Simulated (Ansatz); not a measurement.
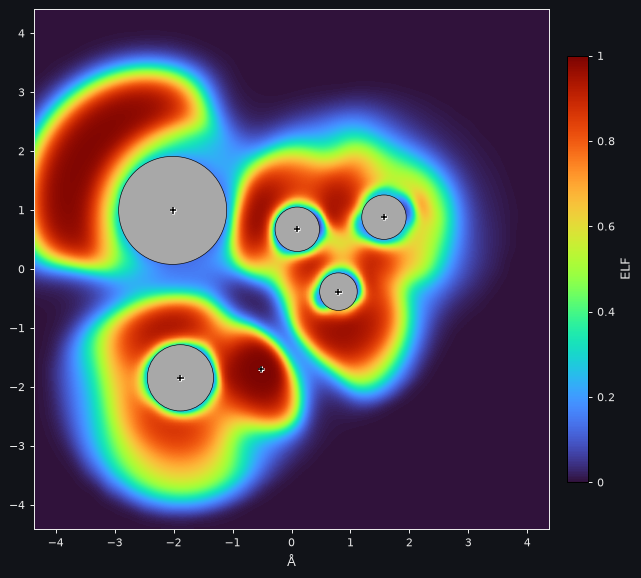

The ELF on a plane through atoms (crosses mark nuclei in the plane; grey discs cover the cores).

Method: RKS PBE0/def2-SVP in Ansatz 0.2.0.

Candidates:
A. BF$_{2}$H$_{4}$NO···HF
B. C$_{2}$H$_{4}$GaNS

Q: Which system is this?

A: Candidate B: C$_{2}$H$_{4}$GaNS on the plane of atoms C3, N5 and C4, which holds S, Ga, C, N and H. C–N (1.27 Å): the ELF peaks at about 0.85 between the atoms; a short, multiple covalent bond. C–C (1.48 Å): the ELF peaks at about 0.85 between the atoms; localised, covalent bonding.
